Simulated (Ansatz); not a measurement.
# Cl2Si: the cost of one run

Method: single points in def2-TZVPP; program: Ansatz 0.2.0, Gaussian basis.

Correlated methods freeze the cores.

1 further run of the same task is left out (it didn't finish).

### Step 1. Where the work starts

SMILES `Cl[Si]Cl`, 3 atoms, charge 0, spin multiplicity 1.

Atoms are counted from 1 here; the program's logs count them from 0.

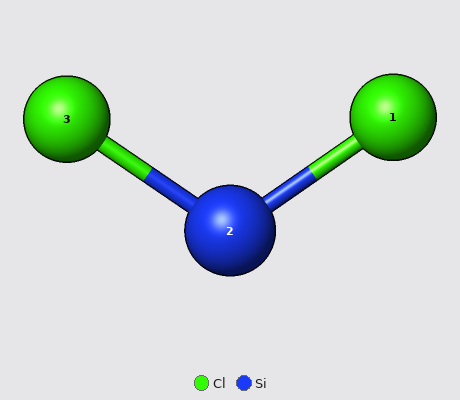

Start geometry, drawn with chlorine green, silicon blue; atoms are numbered from 1 in the order of the file.

Geometry (Å):

```mol
Cl2Si
  3D, bonds by distance, orders not assigned

  3  2  0  0  0  0  0  0  0  0999 V2000
    0.3170    1.7972    0.3651 Cl  0  0
   -0.7107    0.0301   -0.4382 Si  0  0
    0.3874   -1.8009    0.0494 Cl  0  0
  1  2  8  0
  2  3  8  0
M  END
```

### Step 2. PBE-D4/def2-TZVPP

Input file run/in.yaml:

```yaml
crystal:
  periodic: [false, false, false]
  atoms:
    - {symbol: Cl, position_ang: [0.317017, 1.797214, 0.365087]}
    - {symbol: Si, position_ang: [-0.710672, 0.030104, -0.438222]}
    - {symbol: Cl, position_ang: [0.387439, -1.800940, 0.049427]}
basis:
  gaussian: {orbitals: def2-TZVPP}
hamiltonian: {xc: pbe, dispersion: d4}
output: {forces: true}
```

Launch:

```console
$ ansatz run in.yaml --threads 2 --pin off --events-out ev --progress --plain --max-ram 3481MiB
```

Q: Estimate wall time and peak memory on 2 threads of Arm Neoverse V1, shared host.

About 1.1 s, with a peak of 0.14 GiB.
